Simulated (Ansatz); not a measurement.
CH₅FSi

Input

```
crystal:
  periodic: [false, false, false]
  atoms:
    - { symbol: Si, position_ang: [0.0, 0.0, 0.0] }
    - { symbol: F, position_ang: [0.0, 0.0, 1.59] }
    - { symbol: H, position_ang: [1.3768, 0.0, -0.4862] }
    - { symbol: C, position_ang: [-0.8808, 1.5259, -0.6227] }
    - { symbol: H, position_ang: [-1.9334, 1.2723, -0.8671] }
    - { symbol: H, position_ang: [-0.8624, 2.3106, 0.1622] }
    - { symbol: H, position_ang: [-0.3704, 1.9025, -1.5336] }
    - { symbol: H, position_ang: [-0.6877, -1.1914, -0.4862] }
basis:
  gaussian: { orbitals: def2-SVP }
hamiltonian:
  xc: b3lyp
  dispersion: d4
relax:
  f_tol: 0.02
  max_steps: 40
output:
  orbitals: {}
```

Launched as:

```sh
ansatz run input.yaml --threads 1 --pin off --max-ram 2048MiB --backend cpu --events-out ev --progress --plain --runs-dir out
```

The fields are those of the run's last geometry, not of the input's.

The calculation used Ansatz, RKS B3LYP-D4/def2-SVP.

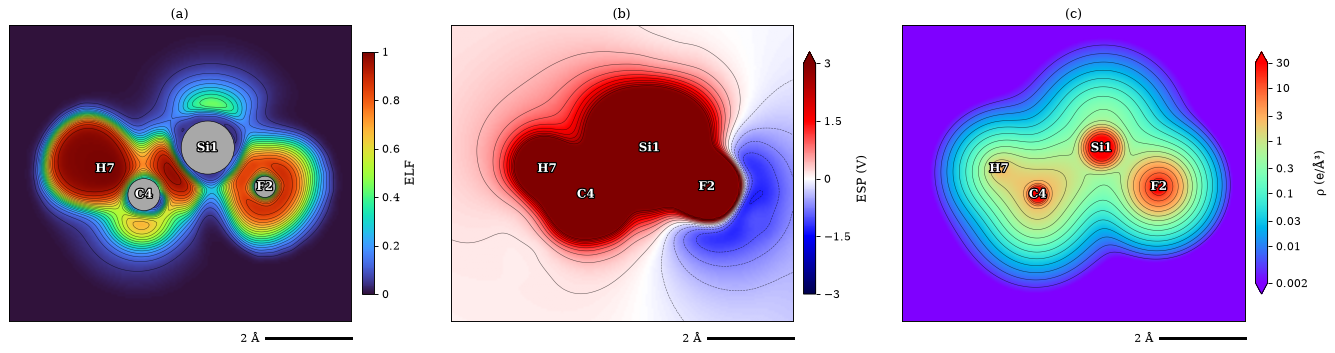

Figure 1. (a) electron localisation function; (b) molecular electrostatic potential; (c) total electron density on the plane of atoms Si1, C4 and H7. Grey discs cover the atomic cores in the ELF map.

**Interpret the plot.**

The section cuts through Si, F, C and H sites. Si–F (1.63 Å): the density is about 0.97 e/Å³ at the midpoint; the ELF peaks at about 0.85 in the valence shell of F, 0.6 Å from its nucleus, and is about 0.40 at the midpoint. C–Si (1.87 Å): ρ at the midpoint is about 0.99 e/Å³; the ELF peaks at about 0.95 between the atoms (a shared electron pair). C–H (1.10 Å): ρ at the midpoint is about 1.9 e/Å³; the ELF climbs to about 1 towards the hydrogen, as it does in any bond to H: a covalent bond by its length. The ELF also peaks beside F2, away from the bonds: lone-pair regions. Outside the dense part of the molecule the potential is most negative (−1.3 V) near F2.

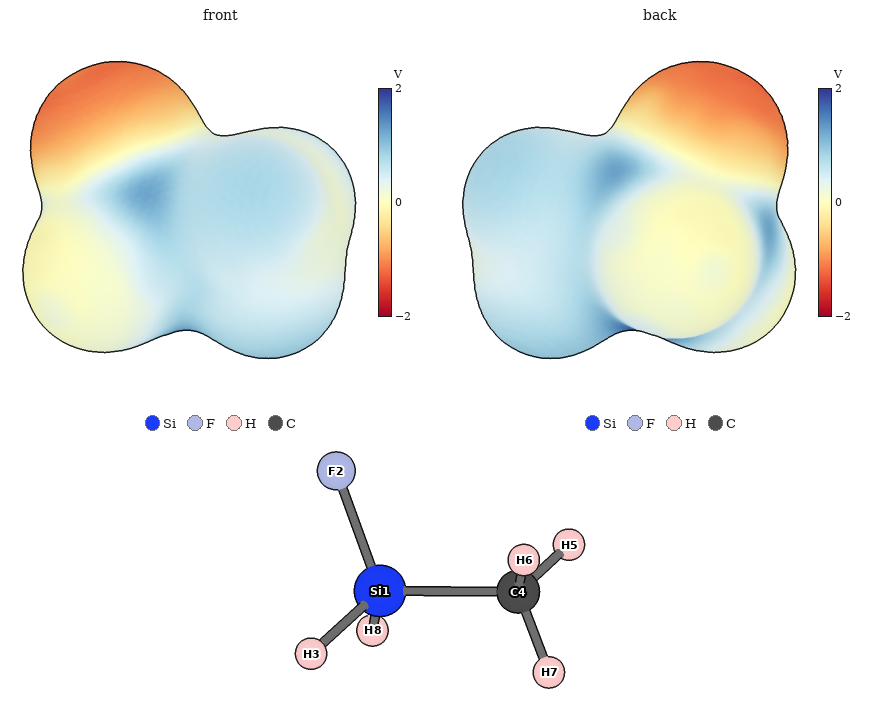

Figure 2. The electrostatic potential painted on the density surface at 0.002 e/bohr³, seen from the front and from behind; red is negative and blue positive. The bare structure is drawn below in the same view.

**Which sites attract a positive test charge, and which a negative one?**

A positive charge is drawn to the negative regions and a negative charge to the positive ones. The most negative region (about −1.2 V, or −28 kcal/mol for a unit charge) lies over F2, the most positive (about +1.6 V, or +37 kcal/mol for a unit charge) over Si1.

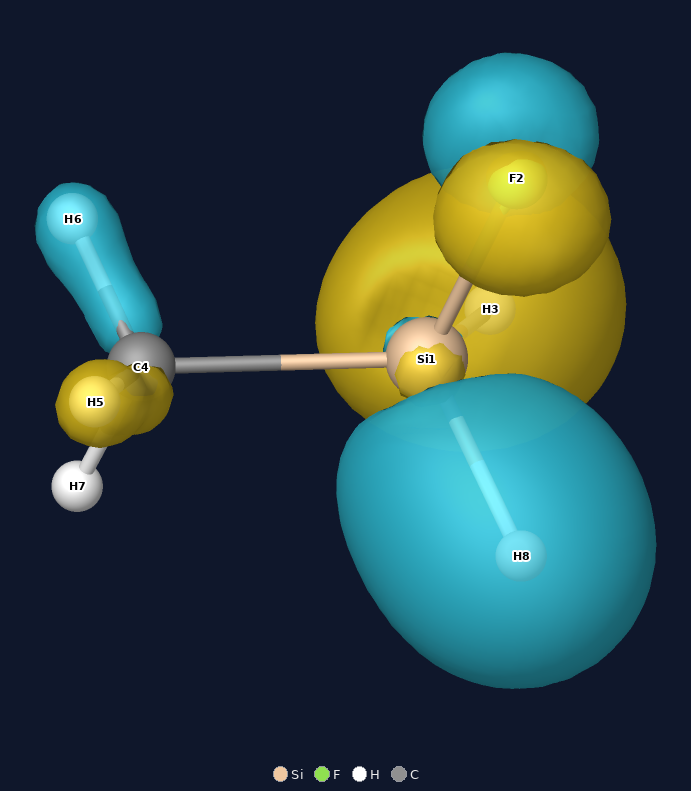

Figure 3. The HOMO−1 at ±0.15 Å⁻³ᐟ² (yellow and cyan are the two phases), seen at an oblique angle.

**Where does this orbital lie, and at what energy?**

By Hirshfeld shares it lies mainly on Si1 (about 30 %), H3 (about 25 %), H8 (about 25 %) and F2 (about 15 %). Its energy is −9.06 eV.
